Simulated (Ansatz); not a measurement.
MoSe

Input

```
crystal:
  lattice:
    - [0.0, 3.0378342939, 3.0378342939]
    - [3.0378342939, 0.0, 3.0378342939]
    - [3.0378342939, 3.0378342939, 0.0]
  atoms:
    - { symbol: Mo, position: [0.0, 0.0, 0.0], spin: 2.0 }
    - { symbol: Se, position: [0.25, 0.25, 0.25] }
basis:
  ecutwfc: 420
kpoints:
  mp_grid: { grid: [12, 12, 12] }
hamiltonian:
  xc: pbe
  hubbard: { sites: [{ species: Mo, l: d, u_eff: 4.38 }] }
scf:
  occupations: { method: gaussian, width: 0.1 }
output:
  forces: true
  stress: true
  eigenvalues: true
  populations: true
  write_density: true
  write_potential: true
  elf: true
  volumetric_format: npy
magnetization:
  spin_polarized: true
```

Run with:

```sh
ansatz run input.yaml --threads 1 --pin off --max-ram 2560MiB --backend cpu --events-out ev --progress --plain --runs-dir out
```

Below, planes, directions and counts refer to the conventional cell (a = 6.08 Å, b = 6.08 Å, c = 6.08 Å, α = 90.00°, β = 90.00°, γ = 90.00°).

Space group F-43m; started from the zinc blende prototype, which need not be the ambient phase; computed pressure about 5 GPa in this cell; Hubbard U of 4.38 eV on Mo d only; spin-polarised.

All numbers below come from DFT PBE+U, scalar-relativistic, plane waves, PAW (Ansatz 0.2.0).

The density is the valence pseudo-density of a PAW calculation; it isn't the true density close to the nuclei.

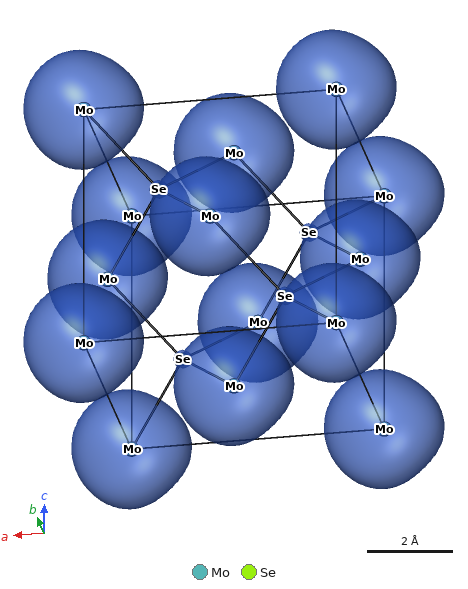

Figure 1. Isosurfaces of the magnetisation density (up minus down) at +0.08 (blue) and −0.08 e/Å³ (red), seen at an oblique angle. Sticks mark near contacts.

**Where is the spin, and how is it ordered?**

The spin density sits on Mo: +3.1 μB (×4) in one cell of 8 atoms, with smaller moments on Se (up to −0.24 μB): parallel moments, as they must be, since the calculation's own cell holds one magnetic site. The cell of the calculation (2 atoms) carries 4.0 μB of net spin moment. Only one sign reaches the isovalue.

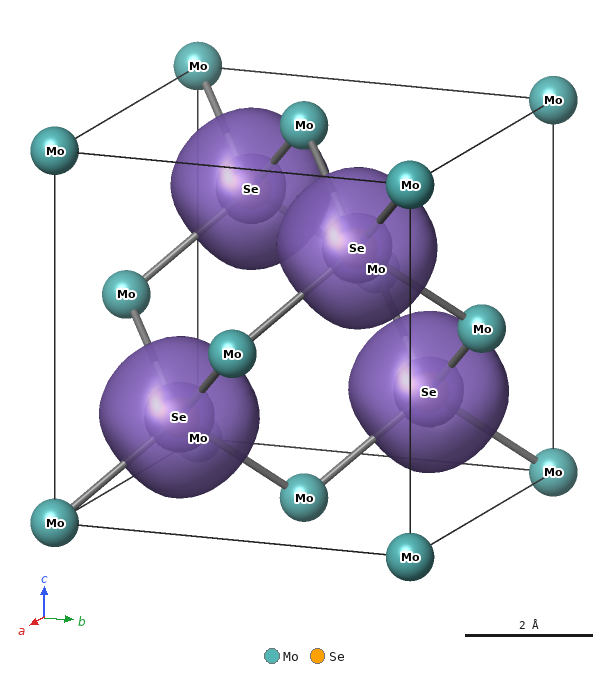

Figure 2. Isosurface of the electron localisation function at 0.65 (purple), seen slightly off an axis. Core shells and regions of very low density are left out. Sticks mark near contacts.

**Where are the electrons localised?**

At this value the surface marks out four regions wrapped around Se (the valence shell of each), counted in one cell of 8 atoms. Any copies at cell faces, edges or corners count once.


Mo–Se (2.63 Å): the ELF is about 0.40 at the midpoint.

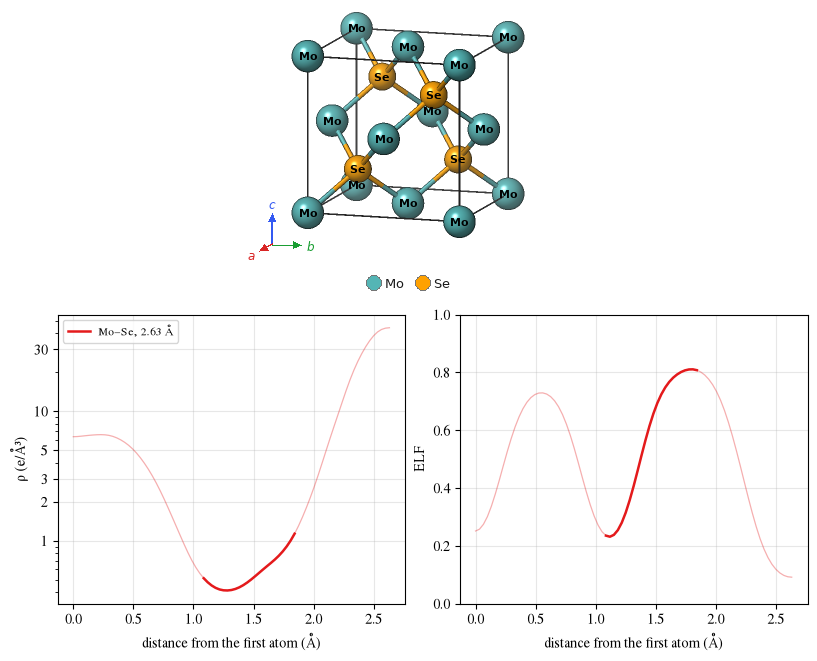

Figure 3. Valence pseudo-density and ELF along straight lines between neighbouring atoms. Thin, pale parts lie inside the atomic spheres. The structure is drawn too.

**What can be read from the curves?**

Mo–Se (2.63 Å): ρ is about 0.42 e/Å³ halfway; the ELF is about 0.40 at the midpoint.

**Does the calculation make it a metal, or give it a gap?**

It is metallic or semimetallic at this level of theory: no gap opens; semilocal functionals without U, or without the true magnetic order, often close the gap of such compounds.
